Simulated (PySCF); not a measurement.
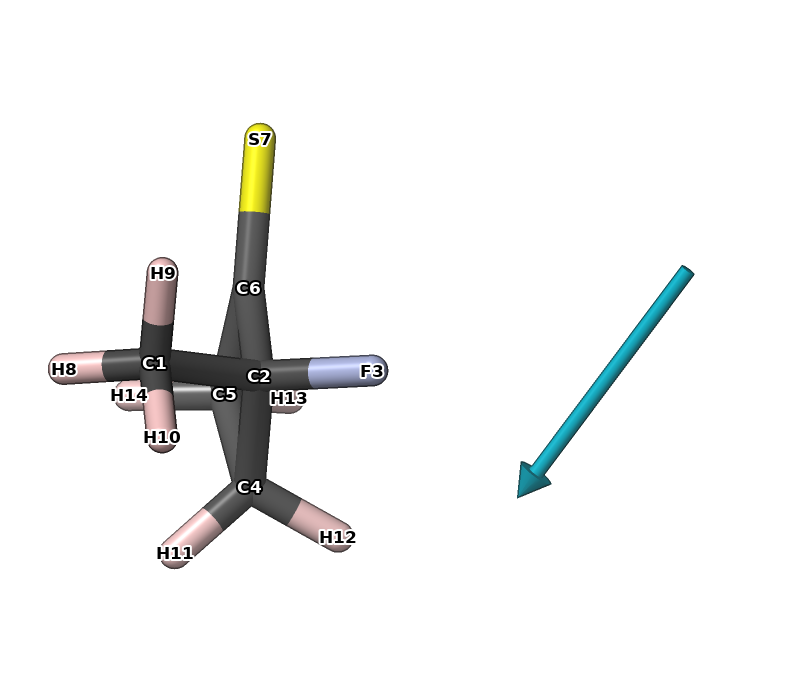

The arrow beside the molecule shows the direction of the dipole moment, from the negative to the positive end (its length means nothing). Computed geometry: GFN2-xTB optimisation. No frequency run is at hand to confirm it as a minimum. Method: CAM-B3LYP/def2-SVPD, gas phase (PySCF 2.14.0).

Estimate the dipole moment.

Answer. 3.28 D; it points from the side of S7 to the side of H11 (the outermost atoms at the two ends).
